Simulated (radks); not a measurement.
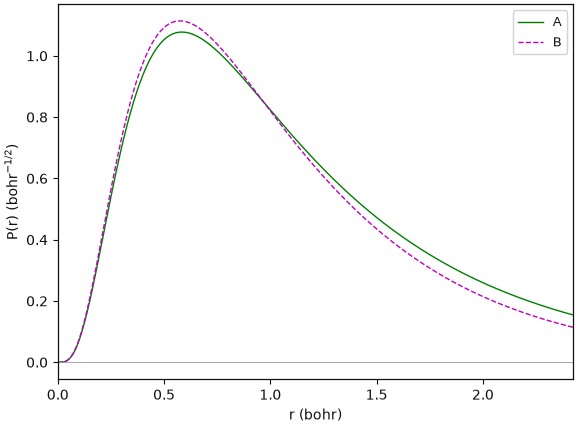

Two charge states of europium were computed: Eu³⁺ in [Xe] 4f6 (high spin); Eu⁴⁺ in [Xe] 4f5 (high spin). All numbers are computed, not measured: scalar-relativistic Kohn-Sham, LDA (Slater exchange, Perdew-Wang correlation), spin-polarised, spherical densities, point nucleus (the in-house radial solver radks).

The plot shows P(r) = r R(r) of the 4f up orbital in both runs (large components where relativistic).

Question: Assign A and B.

Answer: A is Eu³⁺ in [Xe] 4f6 (high spin) (⟨r⟩ = 0.866 bohr, eigenvalue −35.0 eV); B is Eu⁴⁺ in [Xe] 4f5 (high spin) (⟨r⟩ = 0.815 bohr, eigenvalue −54.7 eV). Fewer electrons screen less, so the orbital shrinks.
